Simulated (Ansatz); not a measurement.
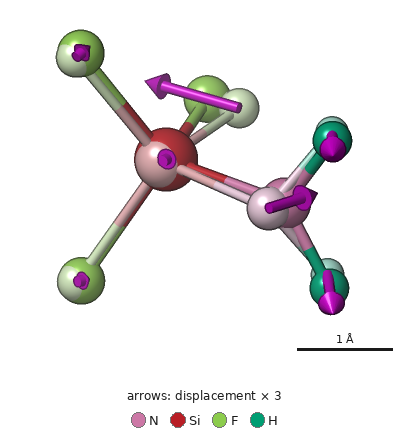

A relaxation of SiNH2F3. The starting structure is drawn faded, the final one solid; purple arrows show the displacements, 3 times their true length. The two geometries are superimposed by the best rigid fit.

A ball-and-stick model, seen at a tilt.

The run prepares an end point of a later path (inversion) calculation, from a guessed geometry.

Theory: RKS PBE0-D4/def2-SVP (Ansatz 0.2.0). Set-up: no spin polarisation; force threshold 0.015 eV/Å; at most 40 steps.

Atoms of which element are displaced furthest, and by how much?

Fluorine: up to 0.40 Å, against 0.29 Å for hydrogen.

What did the optimiser do to the structure, and how much energy did it gain?

An F atom moves most after the best rigid fit: 0.40 Å. By element the largest moves are F 0.40 Å, H 0.29 Å, N 0.25 Å, Si 0.09 Å. Near-neighbour distances that change, for instance: H–N 1.059 → 1.012 Å, N–Si 1.653 → 1.679 Å, F–Si 1.579 → 1.600 Å, F–Si 1.625 → 1.604 Å. Bond angles that change, for instance: Si–N–H 106.1° → 122.4°, Si–N–H 107.2° → 122.7°, H–N–H 101.0° → 113.3°. After 7 geometry steps the energy has fallen by 9.25 kcal/mol. Largest force component: 2.6 eV/Å at the start, 0.0009 eV/Å at the end.
